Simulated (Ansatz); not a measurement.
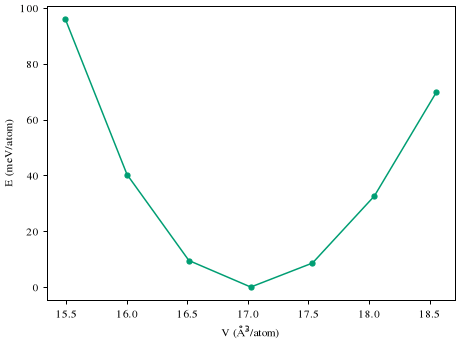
Figure: TaAs in space group I4_1md (No. 109; Ta on 4a, As on 4a) under volume change, DFT-PBEsol in the program Ansatz with PAW potentials, shape and atoms relaxed at each volume.

Task: What does a third-order Birch–Murnaghan fit give for V₀, B₀ and B′?

Result: V₀ = 17.02 Å³/atom, B₀ = 189 GPa, B′ = 4.3.

Symmetry was held in the PBEsol relaxation. No spin polarisation was allowed. Spin–orbit coupling is left out wherever it is not named.

Potentials: the earlier of the program's two PAW sets. The files were generated under PBE; for other functionals the program regenerates the frozen cores, and for LDA and PBEsol the local potential too.
